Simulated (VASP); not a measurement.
Band structure of Mg3ZnO4 (space group Pm-3m). Calculation: PBEsol GGA, VASP's PBE PAW potentials (set 64) (plane waves; VASP 6.6.1).

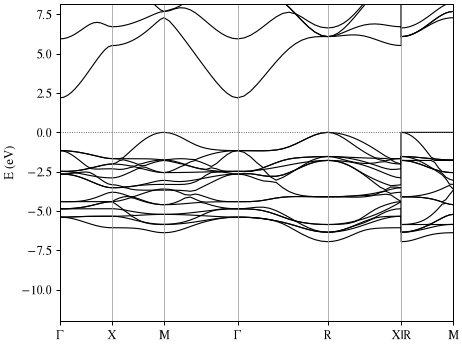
Bands along high-symmetry lines, zero at the valence-band maximum or, without a gap, the Fermi level

Q: Read the plot: is there a gap, and where are the band edges?

A: The gap is indirect, 2.20 eV, from the valence maximum at M to the conduction minimum at Γ. (Edges off the drawn lines would not show.)

The structure comes from a computed database's Mg3ZnO4 entry (Pm-3m); how it stands against other phases isn't given here. It was relaxed first.
